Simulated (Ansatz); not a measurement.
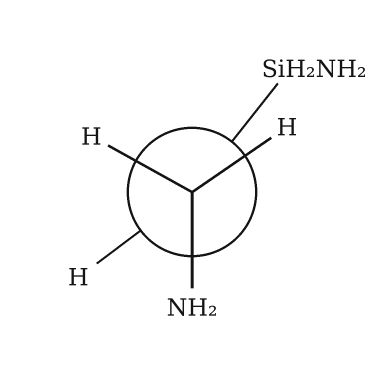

A Newman projection along the C–N bond, carbon in front; angles are drawn as computed, but eclipsed bonds slightly apart. The computed structure is the end point of a PBE0-D4/def2-TZVP optimisation. No frequency run is at hand to confirm it as a minimum.

Question: Which molecule is it?

Answer: CH9N3Si, NCN[SiH2]N

Question: What is the torsion angle from the front NH2 to the back SiH2NH2? The sign is positive where the front bond must turn clockwise to cover the back bond.

Answer: −138°, anticlinal.
